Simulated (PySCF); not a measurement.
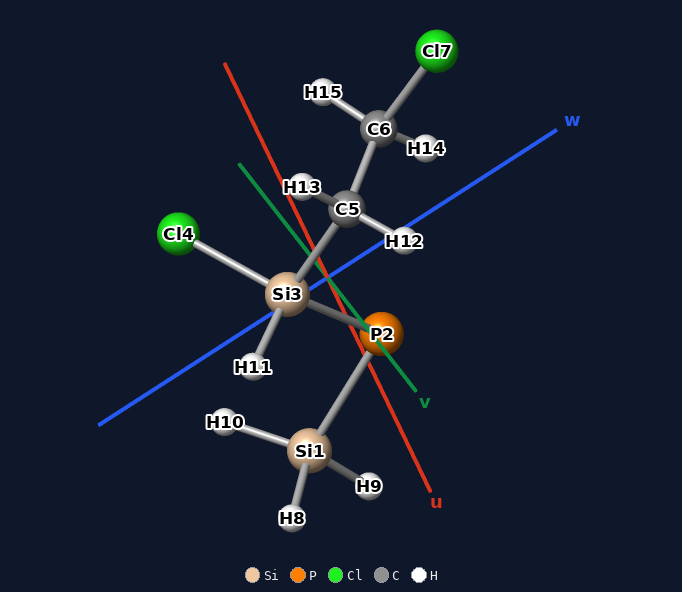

The lines u, v and w are the principal axes of the g tensor. Charge 0, doublet. Computed geometry: GFN2-xTB optimisation. No frequency run is at hand to confirm it as a minimum. Properties computed with UKS B3LYP, pcH-1 on C Cl H P Si, non-relativistic, mean-field spin-orbit, GIAO (PySCF 2.14.0).

Question. Along which axis does g lie farthest from the free-electron value?

Answer. Along u: the shift is 22396 ppm.

Give the principal values and shifts.

| axis | g | shift (ppm) |
| --- | --- | --- |
| u | 2.02472 | 22396 |
| v | 2.00236 | 45 |
| w | 2.01163 | 9314 |

The geometry is semi-empirical. Around P, Si such bond lengths and angles can be off by a tenth of an ångström or more and by several degrees, and values that hang on the shape move with them.
